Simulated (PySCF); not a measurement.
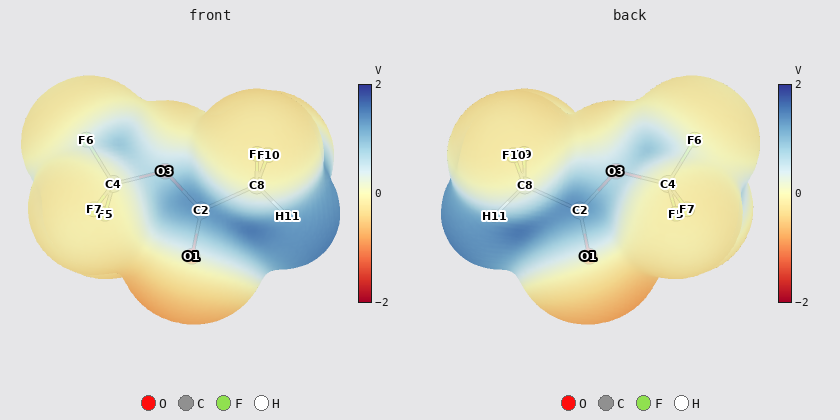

Figure 1: C$_{3}$HF$_{5}$O$_{2}$ (SMILES O=C(OC(F)(F)F)C(F)F). The molecular electrostatic potential painted on the density surface at 0.001 e/bohr³, seen from the front and from behind; red is negative and blue positive.

Geometry: GFN2-xTB.

Level of theory: PBE0/pcSseg-1, SCF density, gas phase, non-relativistic in PySCF.

Input file:

```
{"job": {"kind": "nmr", "xc": "PBE0", "basis": "pcSseg-1"}, "charge": 0, "multiplicity": 1}
O      0.024234    -1.673610     0.145358
C      0.381056    -0.548130     0.068189
O     -0.430677     0.534993    -0.083533
C     -1.776467     0.352880    -0.150541
F     -2.133076    -0.417859    -1.169319
F     -2.340261     1.534820    -0.314735
F     -2.268571    -0.187972     0.956387
C      1.848619    -0.065779     0.124266
F      2.012482     0.770613     1.165626
F      2.145949     0.617241    -0.995952
H      2.542136    -0.914526     0.228290
```

Launched as:

```sh
OMP_NUM_THREADS=1 python probes_run.py task.json out
```

### Which sites attract a positive test charge, and which a negative one?

A positive charge is drawn to the negative regions and a negative charge to the positive ones. The most negative region (about −0.8 V) lies over O1, the most positive (about +1.5 V) over C2, C8 and H11.

### What dipole moment does the calculation give?

Its dipole moment is 1.39 D.
